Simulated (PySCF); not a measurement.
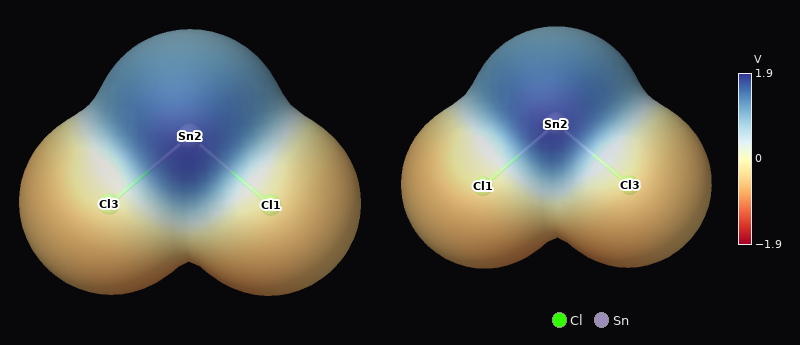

Figure 1: Cl2Sn, SMILES `Cl[Sn]Cl`. Electrostatic potential on the surface of electron density 0.001 a.u. (back view left, front view right).

Method: B3LYP/def2-SVP; geometry: GFN2-xTB; program: PySCF. Core potentials replace the inner electrons of Sn; spin–orbit coupling isn't included. No frequency check shows the geometry to be a minimum. GFN2-xTB bond lengths at metals and heavier atoms can be off by up to 0.1 Å and shapes distorted, which carries into these values.

Input script:

```python
import numpy as np
from pyscf import gto, scf, dft
from pyscf.scf import atom_ks, atom_hf
from scipy.linalg import block_diag

def solve(mol, dm0=None, hcore=None):
    mf = (dft.UKS if mol.spin else dft.RKS)(mol, xc='b3lyp')
    mf.grids.level = 3
    mf = mf.density_fit(auxbasis='def2-universal-jkfit')
    mf.conv_tol, mf.max_cycle = 1e-8, 80
    if hcore is not None:
        mf.get_hcore = lambda *args: hcore
    mf.kernel(dm0)
    if not mf.converged:
        mf = mf.newton().run(mf.mo_coeff, mf.mo_occ, max_cycle=30)
    assert mf.converged, 'SCF not converged'
    return mf

mol = gto.M(atom='''
Cl     1.81450     0.91463     0.00000
Sn     0.00003    -0.62192     0.00000
Cl    -1.81460     0.91454     0.00000
''', basis='def2-svp', ecp={'Sn': 'def2-svp'}, charge=0, spin=0, verbose=4)
mf = solve(mol)
mf.analyze()
# spherically averaged free atoms, for the promolecule
atom_ks.AtomSphAverageRKS.init_guess_by_vsap = lambda self, mol=None: self.init_guess_by_minao(mol)  # core potentials
atm = atom_ks.get_atm_nrks(mol, xc='b3lyp')
pro = block_diag(*[(atm[a[0]][2] * atm[a[0]][3]) @ atm[a[0]][2].T for a in mol._atom])
np.savez('result.npz', e=mf.e_tot, c=mf.mo_coeff, occ=mf.mo_occ, eps=mf.mo_energy, pro=pro, dip=mf.dip_moment(verbose=0), s2=mf.spin_square()[0])
```

Command:

```sh
OMP_NUM_THREADS=1 python input.py
```

The run took 3.2 s on 1 thread of Intel(R) Xeon(R) 6975P-C (Granite Rapids) (shared host), peak memory 0.28 GiB.

Partitions, critical points and surface values were worked out afterwards from this run's density.

### Where are the extremes of the potential on the surface?

Highest: 1.85 V, off the molecular plane, over Sn2 (2.2 Å), and at like points elsewhere. Further maxima include −0.49 V, 2.0 Å from Cl1, and at like points elsewhere. Lowest: −0.85 V, 2.0 Å from Cl1, and at like points elsewhere. Further minima include −0.57 V, 2.0 Å from Cl1, and at like points elsewhere; 0.83 V, 2.4 Å from Sn2. The surface is sampled at points, so like sites can differ by a few per cent and only the strongest of them is named.
